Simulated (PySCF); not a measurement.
**C2H6AlCl, SMILES `C[Al](C)Cl`: what the electrons do**

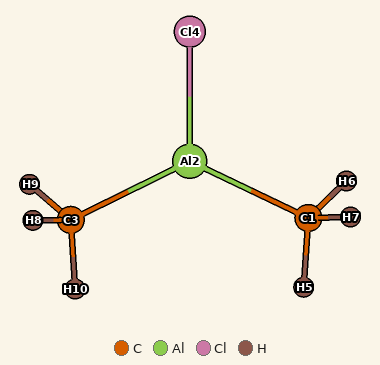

The molecule, with its atoms numbered as below. No frequency check shows the geometry to be a minimum.

Coordinates in Å:

```
C1      -1.2704    1.7737   -0.0002
Al2     -0.3604    0.0003   -0.0001
C3      -1.2649   -1.7764   -0.0005
Cl4      1.6785    0.0006    0.0004
H5      -2.3597    1.7042   -0.0019
H6      -0.9848    2.3692    0.8735
H7      -0.9722    2.3749   -0.8737
H8      -0.9770   -2.3710   -0.8740
H9      -0.9896   -2.3655    0.8732
H10     -2.3544   -1.7103    0.0007
```

Part 1: Bonding charge

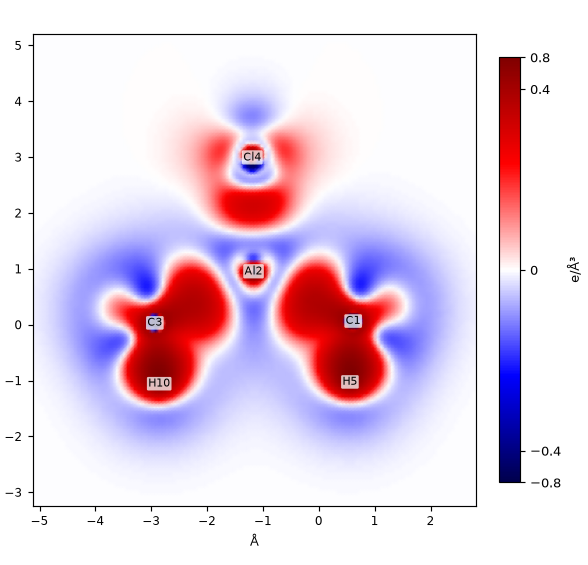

Deformation density (molecule less spherical, spin-averaged free atoms) in the plane of C1, Al2, C3, Cl4, H5 and H10; colour scale in e/Å³, logarithmic beyond ±0.1; red: gain, blue: loss.

Computed with PySCF, ωB97X/def2-SVP, geometry: GFN2-xTB.

**Describe the bonding that the map shows.**

C1–H5 and C3–H10: +0.63 e/Å³ at the bond critical point (bond length 1.09 Å, Mayer order 1.0). C1–Al2 and Al2–C3: +0.14 e/Å³ at the bond critical point (bond length 1.99 Å, Mayer order 0.9). Al2–Cl4: +0.04 e/Å³ at the bond critical point (bond length 2.04 Å, Mayer order 1.2). In all, 2.2 electrons gather in the regions of gain relative to the promolecule. A small or negative value marks a very polar bond, one between electron-rich atoms, whose free-atom densities already overlap strongly, a long bond to a heavier atom, or a closed-shell contact such as a hydrogen bond.

Part 2: Bond critical points

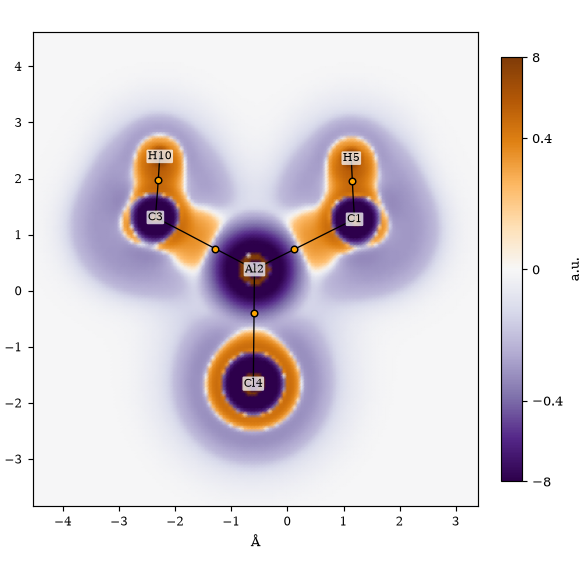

Negative Laplacian of the density (−∇²ρ) in the plane of C1, Al2, C3, Cl4, H5 and H10 (orange positive, purple negative, colour scale in a.u., logarithmic beyond ±0.04), with bond paths and bond critical points (dots).

**At which bond critical points in this plane is charge locally concentrated, and at which depleted?**

Concentrated (∇²ρ < 0): C1–H5 and C3–H10 (−0.94 a.u.). Depleted (∇²ρ > 0): C1–Al2 and Al2–C3 (+0.30 a.u., H = −0.023); Al2–Cl4 (+0.40 a.u., H = −0.012).

**Where along C1–H5 does the critical point lie?**

0.68 Å from C1 and 0.41 Å from H5.

Part 3: Local ionisation energy

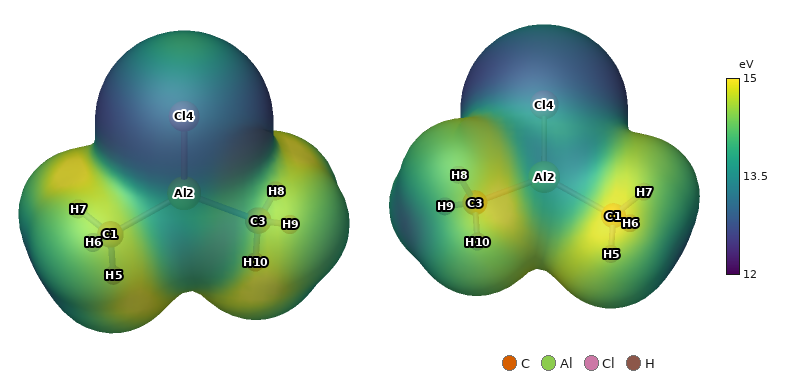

Average local ionisation energy on the surface of electron density 0.001 a.u. (back view left, front view right).

**Where are the most loosely bound electrons on this surface?**

The lowest value is 12.6 eV, 2.1 Å from Cl4, and at like points elsewhere. Further minima include 12.9 eV, near H8 (1.80 Å), H9 (1.87 Å), H10 (1.88 Å) and C3 (1.96 Å), and at like points elsewhere; 13.4 eV, over Al2, off the plane of its three bonds (2.0 Å), and at like points elsewhere. For comparison, the highest occupied orbital lies at −10.1 eV.

Part 4: Excited states

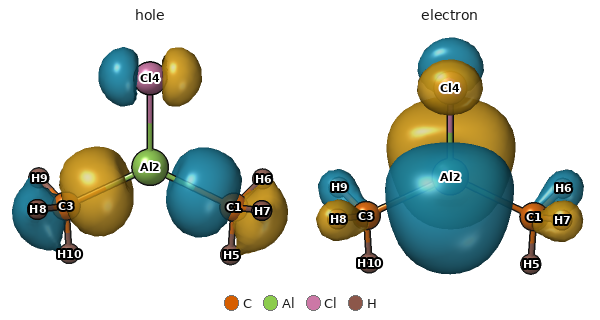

Leading natural transition orbital pair of S₁ (TDA singlet states); the surfaces enclose about 70 % of each orbital's density.

PySCF calculation, B3LYP/6-31+G*, gas phase; geometry: GFN2-xTB.

**Give its energy, strength and character.**

5.46 eV (227 nm), f = 0.000 (dark), σ → empty p orbital of Al2; the leading pair carries 100 %; hole on C1 and C3 (27 % each), Al2 (18 %) and Cl4 (13 %), electron on Al2 (66 %), Cl4 (11 %) and C1 and C3 (7 % each); their centroids lie 0.3 Å apart. In canonical orbitals it is mainly HOMO → LUMO (100 %). The HOMO–LUMO gap is 6.62 eV.

Part 5: Removing or adding an electron

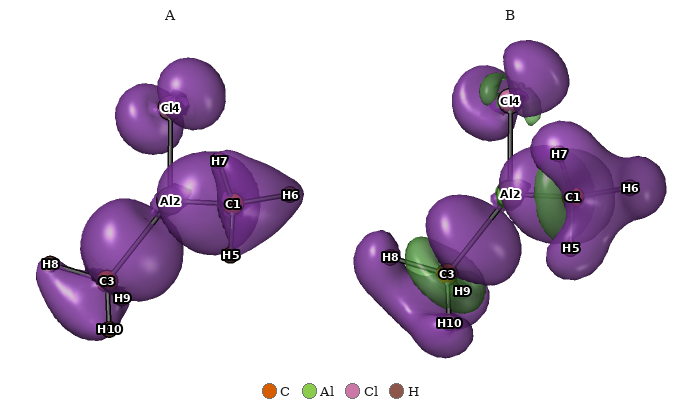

The Fukui function f⁻ from two separate SCF calculations and the density of the HOMO, at ±0.02 e/Å³ (purple positive, green negative).

PySCF calculation, CAM-B3LYP/aug-cc-pVDZ, gas phase; geometry: GFN2-xTB.

**Which panel is which, and how good is the frozen-orbital picture?**

B is f⁻ (it has negative regions), A the HOMO density. The HOMO lies on C1 and C3 (26 % each), Al2 (17 %) and Cl4 (15 %); f⁻ (Hirshfeld-condensed) is largest on Cl4 (0.18), C1 and C3 (0.15 each) and Al2 (0.13); the vertical ionisation energy is 10.02 eV (the stability of the cation's solution wasn't checked). Relaxation shifts 25 % of the electron between atoms. The orbital energy is −9.18 eV.

Part 6: Localised orbitals

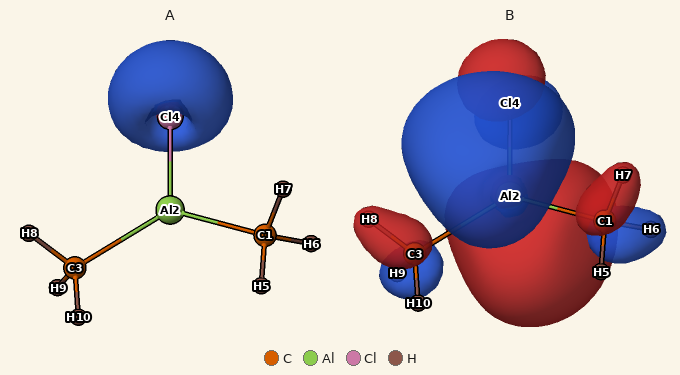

Intrinsic bond orbitals (IBO), occupied and valence-virtual; each surface holds about 80 % of the orbital's density. Energies are diagonal elements of the Fock matrix.

Method: B3LYP/def2-TZVP; geometry: GFN2-xTB; program: PySCF.

**Name the orbitals, with their atomic make-up and energies.**

By panel:
- A: lone pair on Cl4 (sp0.8-type) (Cl4 99 %; −15.3 eV)
- B: empty orbital on Al2 (Al2 90 %, Cl4 6 %; −0.4 eV)

**How do all the valence pairs divide up?**

12 pairs: 9 σ bonds and 3 lone pairs.

Part 7: Stretching a bond

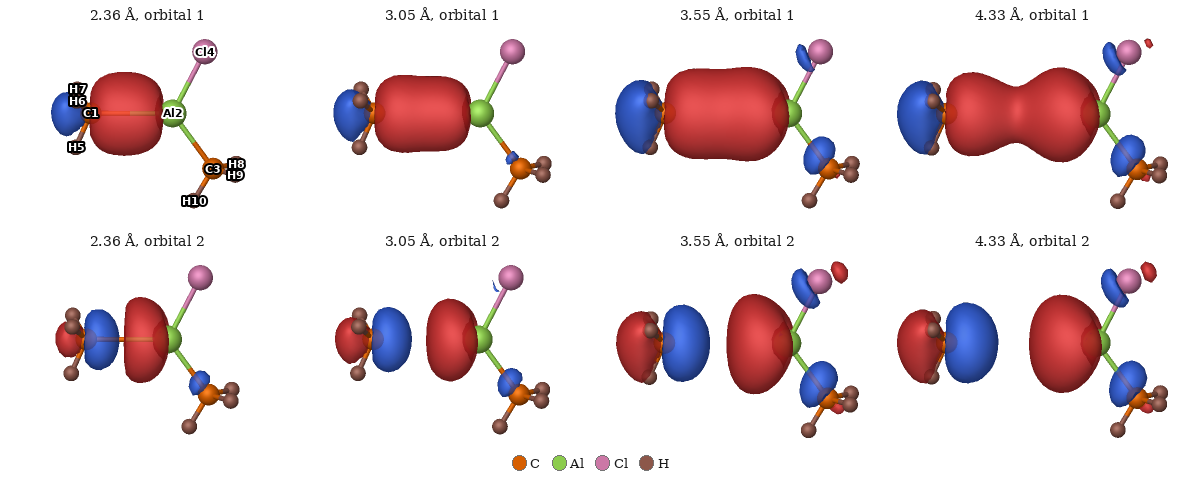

Rigid stretch of the C1–Al2 bond. The two CASSCF(2,2) natural orbitals nearest half filling (orbital 1 the more occupied).

Method: def2-SVP basis; geometry: GFN2-xTB; program: PySCF.

**How do the occupations change along the stretch?**

2.36 Å: 1.96 and 0.04; 3.05 Å: 1.82 and 0.18; 3.55 Å: 1.62 and 0.38; 4.33 Å: 1.29 and 0.71. At the longest distance computed (5.52 Å) they are 1.07 and 0.93, and the effective number of unpaired electrons is 2.0.

**Where does the UHF solution part from RHF?**

Between 2.66 Å (⟨S²⟩ = 0, the two coincide) and 3.05 Å (⟨S²⟩ = 0.59); at 5.52 Å ⟨S²⟩ is 1.01 and UHF lies 4.1 eV below RHF.

**How much energy does the stretch cost?**

By CASSCF, 3.5 eV from the lowest point of the scan (1.97 Å) to 5.52 Å; RHF gives 7.2 eV from its own lowest point. The fragments aren't relaxed and dynamic correlation is missing, so this isn't a bond dissociation energy.
